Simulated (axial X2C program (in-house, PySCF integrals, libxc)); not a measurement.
# A two-component session on AsO⁺: properties at the nuclei

Aim: properties at the nuclei of AsO⁺, with spin–orbit coupling in the Hamiltonian from the start.

Computed with an in-house X2C program for linear molecules on PySCF integrals. Level: two-component X2C with atomic mean-field terms, As dyall-acv3z, O dyall-av3z.

All values are calculated.

### 1 Set-up

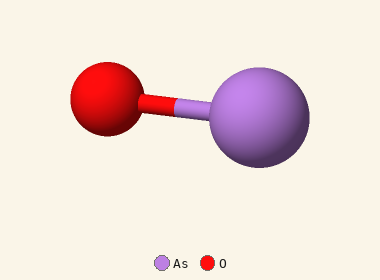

The two atoms at 1.710 Å (arsenic purple, oxygen red).

task.json

```json
{"zs": [33, 8], "q": 1, "bas": ["dyall-acv3z", "dyall-av3z"], "r0": 1.71, "levels": ["PBE0", "HF", "B3LYP"], "nst": 1, "ff": 1, "thr": -3.5, "nmax": 130, "opt": {"ecut": 60}}
```

Keys: zs atomic numbers; q charge; bas basis sets; r0 starting distance in Å; levels methods (HF also brings MP2); nst determinants followed; ff finite-field run; thr threshold in hartree for freezing inner shells (an s shell follows its p shell); nmax most natural virtual spinors; ecut virtual cutoff in hartree.

On the command line:

```sh
python soeom.py task.json out
```

Nuclei are Gaussian, cores are contracted, and the Gaunt term is on.

### 2 Expectation values, lowest determinant

R = 1.554 Å. State: Ω = 0 (closed shell).

Output of the PBE0 run:

```text
two-component X2C + atomic mean field  PBE0
basis functions 173  fitting functions 948  grid points 5073
iter        total energy     max residual
   1      -2334.708334441     8.75e-06
   2      -2334.708334442     1.18e-05
   3      -2334.708334442     1.11e-05
   4      -2334.708334443     1.67e-06
converged
one-electron -3413.06542630  Coulomb 1081.55453390  exact exchange -22.62601659  xc functional -69.66102145  nuclear repulsion 89.89883120  atomic mean-field constant -0.80923520
```

The highest occupied spinor is 58% O p, 25% As p, 9% As s.

| level | qzz As (a.u.) | qzz O (a.u.) |
| --- | --- | --- |
| PBE0 | -5.82 | -0.51 |
| HF | -7.04 | -0.46 |
| B3LYP | -5.65 | -0.57 |

qzz is the electric field gradient, eQq0 = 234.96 MHz × Q/barn × qzz. The operators were transformed with the bare-nucleus X2C matrices.

### 3 Finite-field coupled cluster

Output:

```text
two-component X2C + atomic mean field  HF
basis functions 173  fitting functions 948  grid points 5073
iter        total energy     max residual
   1      -2332.925362750     2.33e-01
   2      -2332.952311922     8.47e-03
   3      -2332.952859786     9.36e-03
   4      -2332.953685453     2.96e-03
   5      -2332.953791396     7.37e-04
   6      -2332.953802678     3.87e-04
   7      -2332.953806683     1.22e-04
   8      -2332.953807523     6.61e-05
   9      -2332.953807692     4.38e-05
  10      -2332.953807787     2.81e-05
  11      -2332.953807860     5.90e-06
  12      -2332.953807863     2.26e-06
  13      -2332.953807863     1.26e-06
converged
one-electron -3412.81354351  Coulomb 1081.39990142  exact exchange -90.62976177  xc functional 0.00000000  nuclear repulsion 89.89883120  atomic mean-field constant -0.80923520
correlated 20  virtual 280  natural virtual 130  E(MP2) -0.860322246  MP2 remainder -0.046411309
iter   CCSD correlation   residual
   1     -0.734015226   2.64e-01
   2     -0.760475404   1.68e-01
   3     -0.767283307   3.50e-02
   4     -0.767716871   1.50e-02
   5     -0.767731937   4.65e-03
   6     -0.767790216   1.17e-03
   7     -0.767770842   4.76e-04
   8     -0.767773452   1.86e-04
   9     -0.767777950   7.88e-05
  10     -0.767773784   4.19e-05
  11     -0.767775458   2.51e-05
  12     -0.767775564   8.87e-06
  13     -0.767775458   2.87e-06
  14     -0.767775507   1.22e-06
  15     -0.767775460   5.29e-07
  16     -0.767775453   2.68e-07
(T) -0.029232419  T1 0.0341  D1 0.0734  max T2 0.083
```

T1 in the output is the amplitude norm over the root of the electron number; divide by √2 for the Lee–Taylor value.

20 electrons correlated in 130 natural virtual spinors, MP2 remainder added; T1 = 0.024.

| level | qzz As (a.u.) | qzz O (a.u.) |
| --- | --- | --- |
| HF | -7.04 | -0.46 |
| MP2 | -4.86 | -0.72 |
| CCSD | -5.67 | -0.59 |
| CCSD(T) | -5.27 | -0.61 |

### 4 What came out

| quantity | value |
| --- | --- |
| lowest determinant | Ω = 0 (closed shell) |
| qzz As (a.u.), PBE0 | -5.82 |
| qzz O (a.u.), PBE0 | -0.51 |
| qzz As (a.u.), CCSD(T) | -5.27 |
| qzz O (a.u.), CCSD(T) | -0.61 |

What this shows: The expectation values come from single determinants, which for open shells can mix terms of unlike spin or miss the lowest Ω, so a determinant need not be a state. qzz is the electric field gradient, eQq0 = 234.96 MHz × Q/barn × qzz. The operators were transformed with the bare-nucleus X2C matrices. Correlation of the inner shells is missing, which matters for properties at the nucleus.
